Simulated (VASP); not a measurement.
Band structure of Ga$_{4}$As$_{3}$P (ordered alloy cell). Level of theory: PBE GGA, VASP's PBE PAW potentials (set 64) (plane waves; VASP 6.6.1).

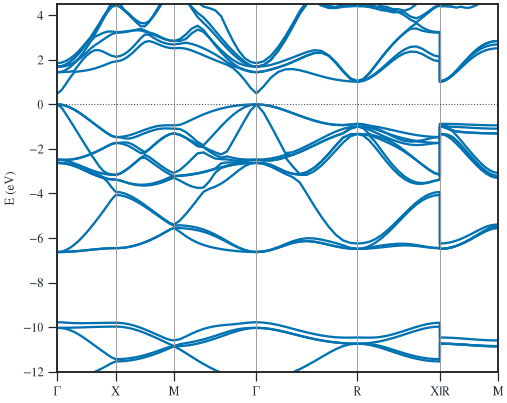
Fig. 1. Bands along high-symmetry lines, zero at the valence-band maximum or, without a gap, the Fermi level

Task: Read the plot: is there a gap, and where are the band edges?

Result: The gap is direct, 0.49 eV, from the valence maximum at Γ to the conduction minimum at Γ. (Edges off the drawn lines would not show.)

The structure was generated: Ga4As3P was put into an ordered model structure (P-43m), which need not be its known phase. It was relaxed first.
